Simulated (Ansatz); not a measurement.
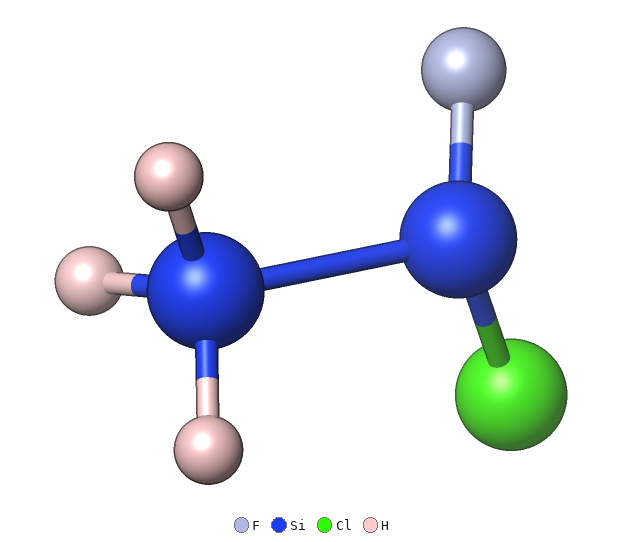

Rendered structure (ball-and-stick style).

Charge 0, doublet. The computed structure is the end point of a PBE0-D4/def2-TZVP optimisation.

What does the picture show?

It has 7 atoms: 1 chlorine, 1 fluorine, 3 hydrogen and 2 silicon (ClFH3Si2). As SMILES it reads `F[Si]([SiH3])Cl`. It has no ring. Among its groups: Si–H bond. This geometry has C1 symmetry. It is an open-shell species. Coordination: 1 Si trigonal pyramidal; 1 Si tetrahedral.

The parts below concern this one geometry. Atoms keep their numbers from picture to picture.

### Shape

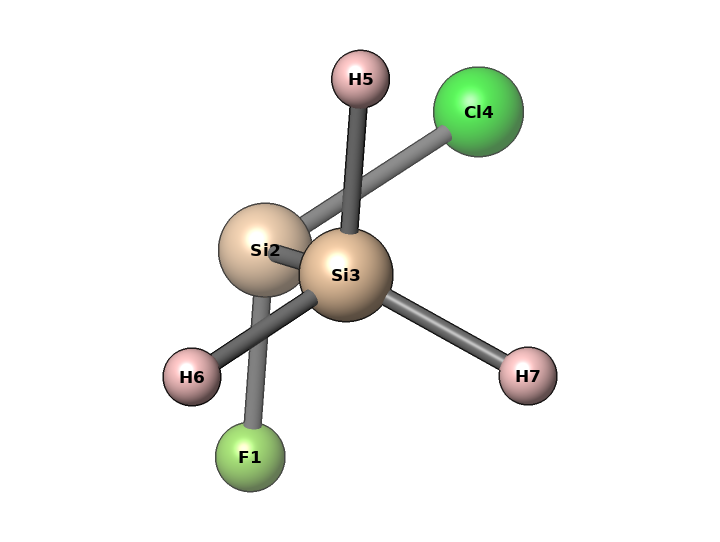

Si2 lies behind Si3. The molecule seen a little off the Si3–Si2 bond, Si3 in front. Distant atoms are faded towards the background colour.

> What is the torsion angle H5–Si3–Si2–Cl4? The sign is positive where the front bond must turn clockwise to cover the back bond.

62°, synclinal (gauche).

### Electronic properties

Method: UKS HSE06-D4/def2-TZVPP (Ansatz 0.2.0).

Computed properties:

- HOMO energy (Kohn–Sham orbital): −5.98 eV
- ⟨S²⟩ of the determinant: 0.754
- dispersion correction: −14.2 kJ/mol

### Vibrations

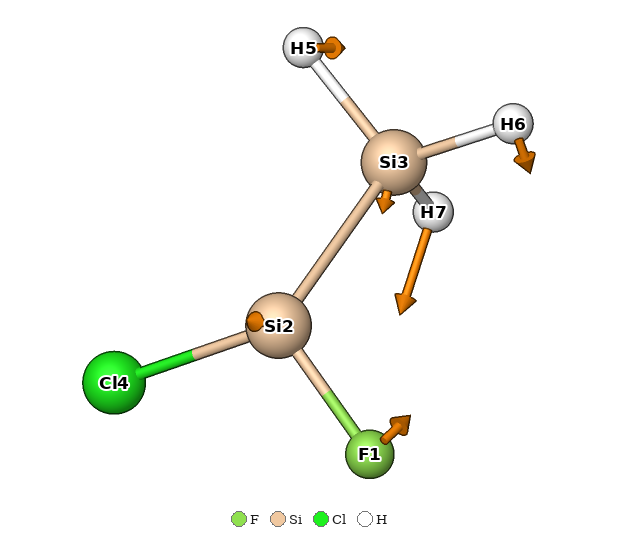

The arrows show one normal mode. Harmonic vibrations computed with UKS PBE0-D4/def2-TZVP (Ansatz 0.2.0) at a stationary point of the same level.

> What kind of motion is it?

Mostly angle bending.

> Estimate its harmonic wavenumber.

171 cm⁻¹; it is mode 3 of 15 counted from the lowest.

### Charges

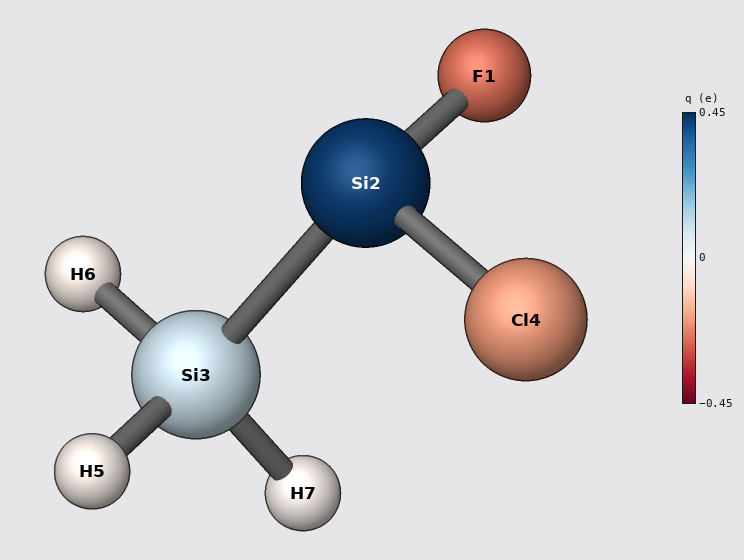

Atoms are coloured by their Mulliken charges. Method: UKS PBE-D4/def2-TZVPP (Ansatz 0.2.0).

Give the Mulliken charges atom by atom.

```csv
atom,value (e)
F1,−0.25
Si2,0.43
Si3,0.09
Cl4,−0.19
H5,−0.03
H6,−0.03
H7,−0.02
```

### Thermal motion

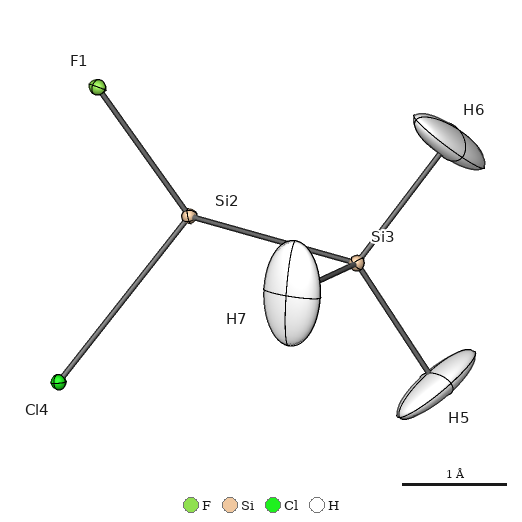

Displacement ellipsoids at the 50 % level, from the internal vibrations of the free molecule (harmonic, no overall translation or rotation; no half-axis is drawn under 0.075 Å). Vibrations computed with UKS PBE0-D4/def2-TZVP (Ansatz 0.2.0). Temperature: 100 K.

> Which atom has the largest mean-square displacement?

H7, with U_eq = 0.0533 Å².

> Does H7 move more along its bond or across it?

Across it: the root-mean-square amplitude is 0.086 Å along the bond and up to 0.338 Å across, since bending and torsion are softer than stretching.

List U_eq and the three principal root-mean-square amplitudes for each kind of atom.

```json
{"atom": "F1", "U_eq (Å²)": "0.0025", "rms amplitudes (Å)": "0.029, 0.049, 0.065"}
{"atom": "Si2", "U_eq (Å²)": "0.0015", "rms amplitudes (Å)": "0.030, 0.038, 0.047"}
{"atom": "Si3", "U_eq (Å²)": "0.0013", "rms amplitudes (Å)": "0.014, 0.035, 0.051"}
{"atom": "Cl4", "U_eq (Å²)": "0.0012", "rms amplitudes (Å)": "0.017, 0.028, 0.052"}
{"atom": "H5", "U_eq (Å²)": "0.0521", "rms amplitudes (Å)": "0.090, 0.188, 0.336"}
{"atom": "H6", "U_eq (Å²)": "0.0515", "rms amplitudes (Å)": "0.096, 0.185, 0.333"}
{"atom": "H7", "U_eq (Å²)": "0.0533", "rms amplitudes (Å)": "0.086, 0.195, 0.338"}
```

Mulliken values depend strongly on the basis set and can even reverse the polarity of a bond.
